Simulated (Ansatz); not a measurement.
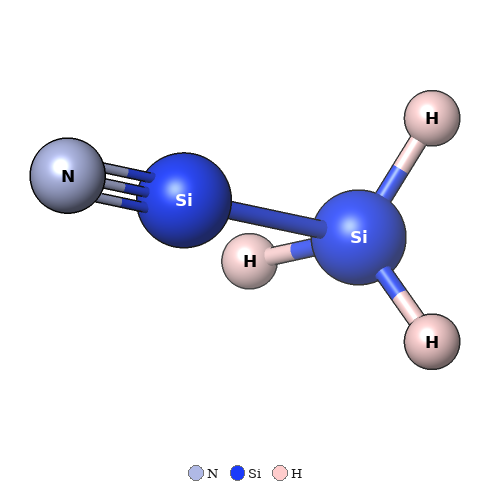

Simulated data, not a measurement (program: Ansatz).

Orthographic view. Distant atoms are faded towards the background colour. Geometry: moved along internal coordinates away from the minimum.

Write the InChI string.

InChI=1S/H3NSi2/c1-3-2/h2H3
